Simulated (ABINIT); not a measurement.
# Ba2TaBiO6 (R-3): G0W0 in ABINIT against the plane-wave cutoff, part 2 of 2

Aim: move the plane-wave cutoff of a G0W0 run on Ba2TaBiO6 (R-3) over a wide range.

ABINIT 10.8.3; LDA and many-body steps on it, plane waves. Known limits of the many-body steps: not at the basis limit; exchange with frozen shells missing; no spin-orbit coupling; coarse k mesh.

So far. Step 5 (Empty states on the mesh, 2×2×2 mesh, 164 bands): On this mesh the gap is 2.566 eV. Step 6 (Screening, 2×2×2 mesh, 150 bands, screening to 130.6 eV): Local fields lower ε∞ by 8 %. On a Γ-centred mesh this coarse the value itself is usually too large, while a short band sum pulls it down.

## Step 8: Screening, 2×2×2 mesh, 150 bands, screening to 130.6 eV

This step: RPA screening on LDA, plane waves, norm-conserving pseudopotentials.

run.abi reads:

```
acell 3*1.0 Angstrom
rprim 
  3.075626834241 1.775713980676 4.956223105800
  -3.075626834241 1.775713980676 4.956223105800
  0.000000000000 -3.551427961352 4.956223105800
ntypat 4
znucl 56 73 83 8
natom 10
typat 1 1 2 3 4 4 4 4 4 4
xred 
  0.748816000000 0.748816000000 0.748816000000
  0.251184000000 0.251184000000 0.251184000000
  0.500000000000 0.500000000000 0.500000000000
  0.000000000000 0.000000000000 0.000000000000
  0.725510000000 0.218856000000 0.322035000000
  0.218856000000 0.322035000000 0.725510000000
  0.322035000000 0.725510000000 0.218856000000
  0.274490000000 0.781144000000 0.677965000000
  0.677965000000 0.274490000000 0.781144000000
  0.781144000000 0.677965000000 0.274490000000
pp_dirpath "pseudos"
pseudos "Ba.upf, Ta.upf, Bi.upf, O.upf"
ecut 29
ngkpt 2 2 2
nshiftk 1
shiftk 0 0 0
kptopt 1
chksymbreak 0
istwfk *1
occopt 1
irdwfk 1
optdriver 3
nband 150
ecuteps 4.8
inclvkb 2
awtr 1
symchi 1
indata_prefix "in"
outdata_prefix "out"
tmpdata_prefix "tmp"
```

Started as:

```sh
$ OMP_NUM_THREADS=1 mpirun -n 8 abinit run.abi > log
```

Numbers of over 12 decimals in the logs are rounded to 6 here.

The log of the run:

```text
.Version 10.8.3 of ABINIT. v10.8.2 released Aug 2026.

 Symmetries : space group R-3 (#148); Bravais hR (rhombohedral)
[... echo of the input left out ...]
== DATASET  1 ==================================================================
-   mpi_nproc: 8, omp_nthreads: 1 (-1 if OMP is not activated)

--- !DatasetInfo
iteration_state: {dtset: 1, }
dimensions: {natom: 10, nkpt: 4, mband: 150, nsppol: 1, nspinor: 1, nspden: 1, mpw: 8182, }
cutoff_energies: {ecut:  29.0, pawecutdg:  -1.0, }
electrons: {nelect:   8.40000000E+01, charge:   0.00000000E+00, occopt:   1.00000000E+00, tsmear:   1.00000000E-02, }

 SCREENING: Calculation of the susceptibility and dielectric matrices

 Based on a program developped by R.W. Godby, V. Olevano, G. Onida, and L. Reining.
 Incorporated in ABINIT by V. Olevano, G.-M. Rignanese, and M. Torrent.
.Using double precision arithmetic ; gwpc =  8

[... cell and pseudopotentials left out ...]
--------------------------------------------------------------------------------

 ==== K-mesh for the wavefunctions ====
 Number of points in the irreducible wedge :     4
[... list of points left out ...]
 Together with  6 symmetry operations and time-reversal symmetry
 yields     8 points in the full Brillouin Zone.

 ==== Q-mesh for the screening function ====
 Number of points in the irreducible wedge :     4
[... list of points left out ...]
 Together with  6 symmetry operations and time-reversal symmetry
 yields     8 points in the full Brillouin Zone.

 setmesh: FFT mesh size selected  =    40x   40x   40
          total number of points  =        64000

 vcoul_init : cutoff-mode = AUXILIARY_FUNCTION
 q-points for optical limit:   1
     1)      0.000010    0.000020    0.000030

- screening: taking advantage of time-reversal symmetry
- Maximum band index for partially occupied states nbvw = 42
- Remaining bands to be divided among processors   nbcw = 108
- Number of bands treated by each node ~13

 Number of electrons calculated from density =   84.0000; Expected =   84.0000
 average of density, n =  0.076643
 r_s =    1.4604
 omega_plasma =   26.7050 [eV]

 calculating chi0 at frequencies [eV] :
  1    0.000000E+00    0.000000E+00
  2    0.000000E+00    2.670500E+01

--------------------------------------------------------------------------------
  q-point number  1        q = ( 0.000000, 0.000000, 0.000000) [r.l.u.]
--------------------------------------------------------------------------------
[... chi0 elements left out ...]
 For q-point:  0.000010 0.000020 0.000030
  dielectric constant =   6.5675
  dielectric constant without local fields =   7.1718

  Average fulfillment of the sum rule on Im[epsilon] for q-point    1 :     53.85  [%]
[... wings left out ...]
  q-point number  2        q = ( 0.500000, 0.000000, 0.000000) [r.l.u.]
--------------------------------------------------------------------------------
[... chi0 elements left out ...]
  Average fulfillment of the sum rule on Im[epsilon] for q-point    2 :     61.71  [%]

 [... 2 further q-points ...]
```

The job ended after 35 s (8 MPI ranks of AMD EPYC 9B14 (Zen 4), shared host; peak memory 3.9 GiB; 4.6 min of CPU time).

Numbers from this step:

| Property | Result |
| --- | --- |
| ε∞ with local fields, on this mesh, along the program's q direction | 6.567 |
| the same without local fields | 7.172 |
| plasma frequency | 26.70 eV |
| plane waves in the screening matrix | 537 |

## Step 9: 29 Ha

The self-energy is evaluated for the states that the input lists, and the levels follow from it, in one-shot runs by the linearised quasiparticle equation.

This step: G0W0 on LDA, plane waves, norm-conserving pseudopotentials.

Changes to run.abi since step 8:

```diff
@@ -31,8 +31,19 @@
 irdwfk 1
-optdriver 3
+optdriver 4
 nband 150
+gwcalctyp 0
+ecutsigx 29
+symsigma 1
+nkptgw 3
+kptgw 
+  0.5000000000 0.5000000000 0.5000000000
+  0.5000000000 0.0000000000 0.0000000000
+  0.0000000000 0.0000000000 0.0000000000
+bdgw 
+  41 45
+  41 44
+  40 44
 ecuteps 4.8
-inclvkb 2
-awtr 1
-symchi 1
+irdscr 1
+ppmodel 1
 indata_prefix "in"
```

The log of the run:

```text
.Version 10.8.3 of ABINIT. v10.8.2 released Aug 2026.

 Symmetries : space group R-3 (#148); Bravais hR (rhombohedral)
[... echo of the input left out ...]
== DATASET  1 ==================================================================
-   mpi_nproc: 8, omp_nthreads: 1 (-1 if OMP is not activated)

--- !DatasetInfo
iteration_state: {dtset: 1, }
dimensions: {natom: 10, nkpt: 4, mband: 150, nsppol: 1, nspinor: 1, nspden: 1, mpw: 8182, }
cutoff_energies: {ecut:  29.0, pawecutdg:  -1.0, }
electrons: {nelect:   8.40000000E+01, charge:   0.00000000E+00, occopt:   1.00000000E+00, tsmear:   1.00000000E-02, }

 SIGMA: Calculation of the GW corrections

 Based on a program developped by R.W. Godby, V. Olevano, G. Onida, and L. Reining.
 Incorporated in ABINIT by V. Olevano, G.-M. Rignanese, and M. Torrent.
.Using double precision arithmetic ; gwpc =  8

[... cell and pseudopotentials left out ...]
--------------------------------------------------------------------------------

 ==== K-mesh for the wavefunctions ====
 Number of points in the irreducible wedge :     4
[... list of points left out ...]
 Together with  6 symmetry operations and time-reversal symmetry
 yields     8 points in the full Brillouin Zone.

 ==== Q-mesh for screening function ====
 Number of points in the irreducible wedge :     4
[... list of points left out ...]
 Together with  6 symmetry operations and time-reversal symmetry
 yields     8 points in the full Brillouin Zone.

 vcoul_init : cutoff-mode = AUXILIARY_FUNCTION
 q-points for optical limit:   1
     1)      0.000010    0.000020    0.000030
 setmesh: FFT mesh size selected  =    60x   60x   60
          total number of points  =       216000

 Number of electrons calculated from density =   84.0000; Expected =   84.0000
[...]
number of plane-waves for wavefunctions          8159
 number of bands                                   150
 number of q-points in IBZ                           4
 number of frequencies                               2
 number of real frequencies                          1
 number of imag frequencies                          1

 matrix elements of self-energy operator (all in [eV])

 Perturbative Calculation

--- !SelfEnergy_ee
iteration_state: {dtset: 1, }
kpoint     : [   0.500,    0.500,    0.500, ]
spin       : 1
KS_gap     :    2.703
QP_gap     :    3.806
Delta_QP_KS:    1.104
data: !SigmaeeData |
     Band     E0 <VxcDFT>   SigX SigC(E0)      Z dSigC/dE  Sig(E)    E-E0       E
       41   4.319 -18.507 -23.357   5.095   0.765  -0.308 -18.320   0.187   4.507
       42   5.831 -19.893 -23.117   3.720   0.786  -0.272 -19.504   0.389   6.220
       43   8.533 -14.118  -9.271  -3.038   0.825  -0.212 -12.625   1.493  10.026
[...]
--- !SelfEnergy_ee
iteration_state: {dtset: 1, }
kpoint     : [   0.500,    0.000,    0.000, ]
spin       : 1
KS_gap     :    2.593
QP_gap     :    3.711
Delta_QP_KS:    1.118
data: !SigmaeeData |
     Band     E0 <VxcDFT>   SigX SigC(E0)      Z dSigC/dE  Sig(E)    E-E0       E
[...]
--- !SelfEnergy_ee
iteration_state: {dtset: 1, }
kpoint     : [   0.000,    0.000,    0.000, ]
spin       : 1
KS_gap     :    3.960
QP_gap     :    4.866
Delta_QP_KS:    0.907
data: !SigmaeeData |
     Band     E0 <VxcDFT>   SigX SigC(E0)      Z dSigC/dE  Sig(E)    E-E0       E
[...]
43   9.015 -13.020  -8.879  -2.665   0.830  -0.205 -11.795   1.225  10.241
       44   9.199 -15.306  -9.478  -3.485   0.815  -0.227 -13.397   1.909  11.108

== END DATASET(S) ==============================================================
================================================================================

 -outvars: echo values of variables after computation  --------
           etotal      0.0000000000E+00
            nband         150
             nkpt           4
          spgroup         148
 [... the other variables as echoed above ...]

 Calculation completed.
```

Elapsed: 22 s, on 8 MPI ranks; peak memory 2.1 GiB; 2.9 min of CPU time.

This step gave:

```yaml
g0w0_gap_on_the_points_computed: 3.675 eV
starting_gap_on_the_mesh: 2.564 eV
k_of_the_valence_top: 0.5, 0.5, 0.5
k_of_the_conduction_bottom: 0.5, 0, 0
z_at_the_valence_top: 0.786
z_at_the_conduction_bottom: 0.827
least_direct_g0w0_gap_on_the_computed_points: 3.711 eV
```

The gap on the mesh goes from 2.56 eV to 3.67 eV, a correction of +1.11 eV.

## Step 10: Screening, 2×2×2 mesh, 150 bands, screening to 130.6 eV

This step: RPA screening on LDA, plane waves, norm-conserving pseudopotentials.

Changes to run.abi since step 9:

```diff
@@ -22,3 +22,3 @@
 pseudos "Ba.upf, Ta.upf, Bi.upf, O.upf"
-ecut 29
+ecut 36
 ngkpt 2 2 2
@@ -31,19 +31,8 @@
 irdwfk 1
-optdriver 4
+optdriver 3
 nband 150
-gwcalctyp 0
-ecutsigx 29
-symsigma 1
-nkptgw 3
-kptgw 
-  0.5000000000 0.5000000000 0.5000000000
-  0.5000000000 0.0000000000 0.0000000000
-  0.0000000000 0.0000000000 0.0000000000
-bdgw 
-  41 45
-  41 44
-  40 44
 ecuteps 4.8
-irdscr 1
-ppmodel 1
+inclvkb 2
+awtr 1
+symchi 1
 indata_prefix "in"
```

The log of the run:

```text
.Version 10.8.3 of ABINIT. v10.8.2 released Aug 2026.

 Symmetries : space group R-3 (#148); Bravais hR (rhombohedral)
[... echo of the input left out ...]
== DATASET  1 ==================================================================
-   mpi_nproc: 8, omp_nthreads: 1 (-1 if OMP is not activated)

--- !DatasetInfo
iteration_state: {dtset: 1, }
dimensions: {natom: 10, nkpt: 4, mband: 150, nsppol: 1, nspinor: 1, nspden: 1, mpw: 11312, }
cutoff_energies: {ecut:  36.0, pawecutdg:  -1.0, }
[...]
--------------------------------------------------------------------------------
[... chi0 elements left out ...]
 For q-point:  0.000010 0.000020 0.000030
  dielectric constant =   6.5540
  dielectric constant without local fields =   7.1567

  Average fulfillment of the sum rule on Im[epsilon] for q-point    1 :     53.82  [%]
[... wings left out ...]
  q-point number  2        q = ( 0.500000, 0.000000, 0.000000) [r.l.u.]
--------------------------------------------------------------------------------
[... chi0 elements left out ...]
  Average fulfillment of the sum rule on Im[epsilon] for q-point    2 :     61.68  [%]

 [... 2 further q-points ...]
```

The job ended after 43 s (8 MPI ranks; peak memory 5.2 GiB).

Numbers from this step:

```yaml
eps_infinity_with_local_fields_on_this_mesh_along_the_program_s_q_direction: 6.554
the_same_without_local_fields: 7.157
plasma_frequency: 26.70 eV
plane_waves_in_the_screening_matrix: 537
```

## Step 11: 36 Ha

This step: G0W0 on LDA, plane waves, norm-conserving pseudopotentials.

Changes to run.abi since step 10:

```diff
@@ -31,8 +31,19 @@
 irdwfk 1
-optdriver 3
+optdriver 4
 nband 150
+gwcalctyp 0
+ecutsigx 36
+symsigma 1
+nkptgw 3
+kptgw 
+  0.5000000000 0.5000000000 0.5000000000
+  0.5000000000 0.0000000000 0.0000000000
+  0.0000000000 0.0000000000 0.0000000000
+bdgw 
+  41 45
+  41 44
+  40 44
 ecuteps 4.8
-inclvkb 2
-awtr 1
-symchi 1
+irdscr 1
+ppmodel 1
 indata_prefix "in"
```

The log of the run:

```text
.Version 10.8.3 of ABINIT. v10.8.2 released Aug 2026.

 Symmetries : space group R-3 (#148); Bravais hR (rhombohedral)
[... echo of the input left out ...]
== DATASET  1 ==================================================================
-   mpi_nproc: 8, omp_nthreads: 1 (-1 if OMP is not activated)

--- !DatasetInfo
iteration_state: {dtset: 1, }
dimensions: {natom: 10, nkpt: 4, mband: 150, nsppol: 1, nspinor: 1, nspden: 1, mpw: 11312, }
cutoff_energies: {ecut:  36.0, pawecutdg:  -1.0, }
[...]
Band     E0 <VxcDFT>   SigX SigC(E0)      Z dSigC/dE  Sig(E)    E-E0       E
[...]
43   9.016 -13.028  -8.888  -2.664   0.830  -0.205 -11.803   1.225  10.241
       44   9.195 -15.313  -9.486  -3.484   0.815  -0.227 -13.404   1.909  11.105

== END DATASET(S) ==============================================================
================================================================================

 -outvars: echo values of variables after computation  --------
           etotal      0.0000000000E+00
            nband         150
             nkpt           4
          spgroup         148
 [... the other variables as echoed above ...]

 Calculation completed.
```

It took 23 s on 8 MPI ranks; peak memory 2.6 GiB.

Numbers from this step:

| Property | Result |
| --- | --- |
| G0W0 gap on the points computed | 3.683 eV |
| starting gap on the mesh | 2.566 eV |
| k of the valence top | 0.5, 0.5, 0.5 |
| k of the conduction bottom | 0.5, 0, 0 |
| least direct G0W0 gap on the computed points | 3.718 eV |

Against the run before, the gap moves by +0.008 eV.

## Step 12: Screening, 2×2×2 mesh, 150 bands, screening to 130.6 eV

This step: RPA screening on LDA, plane waves, norm-conserving pseudopotentials.

Changes to run.abi since step 11:

```diff
@@ -22,3 +22,3 @@
 pseudos "Ba.upf, Ta.upf, Bi.upf, O.upf"
-ecut 36
+ecut 45
 ngkpt 2 2 2
@@ -31,19 +31,8 @@
 irdwfk 1
-optdriver 4
+optdriver 3
 nband 150
-gwcalctyp 0
-ecutsigx 36
-symsigma 1
-nkptgw 3
-kptgw 
-  0.5000000000 0.5000000000 0.5000000000
-  0.5000000000 0.0000000000 0.0000000000
-  0.0000000000 0.0000000000 0.0000000000
-bdgw 
-  41 45
-  41 44
-  40 44
 ecuteps 4.8
-irdscr 1
-ppmodel 1
+inclvkb 2
+awtr 1
+symchi 1
 indata_prefix "in"
```

The log of the run:

```text
.Version 10.8.3 of ABINIT. v10.8.2 released Aug 2026.

 Symmetries : space group R-3 (#148); Bravais hR (rhombohedral)
[... echo of the input left out ...]
== DATASET  1 ==================================================================
-   mpi_nproc: 8, omp_nthreads: 1 (-1 if OMP is not activated)

--- !DatasetInfo
iteration_state: {dtset: 1, }
dimensions: {natom: 10, nkpt: 4, mband: 150, nsppol: 1, nspinor: 1, nspden: 1, mpw: 15833, }
cutoff_energies: {ecut:  45.0, pawecutdg:  -1.0, }
[...]
--------------------------------------------------------------------------------
[... chi0 elements left out ...]
 For q-point:  0.000010 0.000020 0.000030
  dielectric constant =   6.5535
  dielectric constant without local fields =   7.1562

  Average fulfillment of the sum rule on Im[epsilon] for q-point    1 :     53.82  [%]
[... wings left out ...]
  q-point number  2        q = ( 0.500000, 0.000000, 0.000000) [r.l.u.]
--------------------------------------------------------------------------------
[... chi0 elements left out ...]
  Average fulfillment of the sum rule on Im[epsilon] for q-point    2 :     61.68  [%]

 [... 2 further q-points ...]
```

Wall time 58 s (8 MPI ranks); peak memory 6.6 GiB; 7.7 min of CPU time.

This step gave:

```
ε∞ with local fields, on this mesh, along the program's q direction : 6.553
the same without local fields                                       : 7.156
plasma frequency                                                    : 26.70 eV
plane waves in the screening matrix                                 : 537
```

## Step 13: 45 Ha

This step: G0W0 on LDA, plane waves, norm-conserving pseudopotentials.

Changes to run.abi since step 12:

```diff
@@ -31,8 +31,19 @@
 irdwfk 1
-optdriver 3
+optdriver 4
 nband 150
+gwcalctyp 0
+ecutsigx 45
+symsigma 1
+nkptgw 3
+kptgw 
+  0.5000000000 0.5000000000 0.5000000000
+  0.5000000000 0.0000000000 0.0000000000
+  0.0000000000 0.0000000000 0.0000000000
+bdgw 
+  41 45
+  41 44
+  40 44
 ecuteps 4.8
-inclvkb 2
-awtr 1
-symchi 1
+irdscr 1
+ppmodel 1
 indata_prefix "in"
```

The log of the run:

```text
.Version 10.8.3 of ABINIT. v10.8.2 released Aug 2026.

 Symmetries : space group R-3 (#148); Bravais hR (rhombohedral)
[... echo of the input left out ...]
== DATASET  1 ==================================================================
-   mpi_nproc: 8, omp_nthreads: 1 (-1 if OMP is not activated)

--- !DatasetInfo
iteration_state: {dtset: 1, }
dimensions: {natom: 10, nkpt: 4, mband: 150, nsppol: 1, nspinor: 1, nspden: 1, mpw: 15833, }
cutoff_energies: {ecut:  45.0, pawecutdg:  -1.0, }
[...]
Band     E0 <VxcDFT>   SigX SigC(E0)      Z dSigC/dE  Sig(E)    E-E0       E
[...]
43   9.016 -13.028  -8.889  -2.664   0.830  -0.205 -11.804   1.224  10.240
       44   9.195 -15.313  -9.487  -3.484   0.815  -0.227 -13.405   1.909  11.104

== END DATASET(S) ==============================================================
================================================================================

 -outvars: echo values of variables after computation  --------
           etotal      0.0000000000E+00
            nband         150
             nkpt           4
          spgroup         148
 [... the other variables as echoed above ...]

 Calculation completed.
```

The job ended after 26 s (8 MPI ranks; peak memory 3.3 GiB).

This step gave:

* G0W0 gap on the points computed: 3.685 eV
* starting gap on the mesh: 2.566 eV
* k of the valence top: 0.5, 0.5, 0.5
* k of the conduction bottom: 0.5, 0, 0
* least direct G0W0 gap on the computed points: 3.720 eV

Against the run before, the gap moves by +0.002 eV.

## Step 14: The runs together

Times are wall times on 8 MPI ranks of AMD EPYC 9B14 (Zen 4), shared host, good to a factor of about two. A run's time includes the screening step that it read.

```csv
run,mesh,bands,screening cutoff (eV),DFT gap (eV),gap on the mesh (eV),direct (eV),ε∞ used,time
22 Ha,2×2×2,150,130.6,2.537,3.630,3.665,6.71,44 s
29 Ha,2×2×2,150,130.6,2.564,3.675,3.711,6.57,57 s
36 Ha,2×2×2,150,130.6,2.566,3.683,3.718,6.55,66 s
45 Ha,2×2×2,150,130.6,2.566,3.685,3.720,6.55,84 s
```

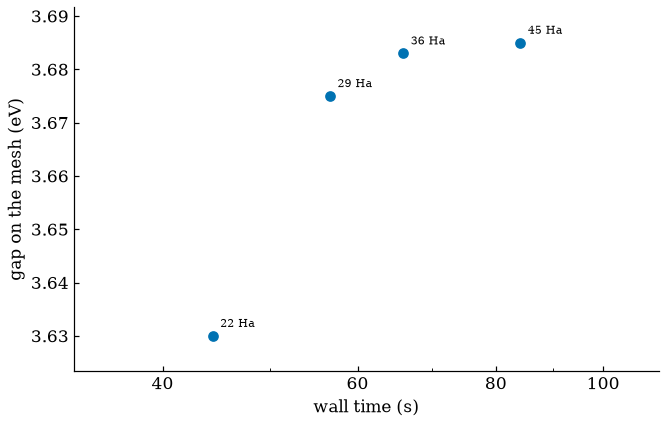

Result against wall time.

## Step 15: Outcome

| Property | Result |
| --- | --- |
| 22 Ha | 3.630 eV |
| 29 Ha | 3.675 eV |
| 36 Ha | 3.683 eV |
| 45 Ha | 3.685 eV |
| known limits | not at the basis limit; exchange with frozen shells missing; no spin-orbit coupling; coarse k mesh |

What this shows: The setting moved: plane-wave cutoff. From 22 Ha to 45 Ha the gap moves by +0.06 eV. It holds to 0.03 eV from 29 Ha on. Bands and screening cutoff are coupled, so a series along one setting does not show full convergence. Bands and cutoff are finite, so the gap is not at the basis limit. The miss can reach some tenths of an eV and take either sign; the mesh is an error of its own. In the G0W0 runs levels were corrected at 3 k points alone, so a gap called «on the mesh» is the least over those, and an edge elsewhere would be missed. The 2×2×2 mesh is coarse for this cell, which bears on the long-range parts of exchange and screening. Where an edge is built on 6p states of lead, bismuth or thallium, scalar-relativistic gaps usually stand too wide, by a few tenths to over one eV. The norm-conserving file of at least one element keeps a d shell over frozen s and p shells of the same row. Exchange with those shells is missing from the self-energy, an error of 0.3 to 0.9 eV in cases checked, whose sign depends on which edge lies on those atoms. The many-body steps are scalar-relativistic: spin-orbit coupling is not in them.

[Paths, hosts, dates, memory and timing lines, banners, echoed tables and standing remarks are left out of the program output.]

[Logs are printed without paths, hosts, clocks, repeated set-up lines and the standing remarks that a program may print on its own settings, such as how far it seeks lower states.]

[Runs of the session that timed out or met a known fault of the program may be left out.]

[Hosts, paths, dates, database ids (printed as entryN), source tags and the programs' standing remarks are cut or masked in the printed files.]

[G0W0 gaps are taken among the corrected bands and points alone; a level outside them can change the order at an edge.]

[Where Ansatz stands beside ABINIT at settings called matched, ABINIT's density can come from a denser mesh and the files from another edition; pairs whose starting gaps differed by over 0.03 eV were left out, so agreement reads better than it is.]
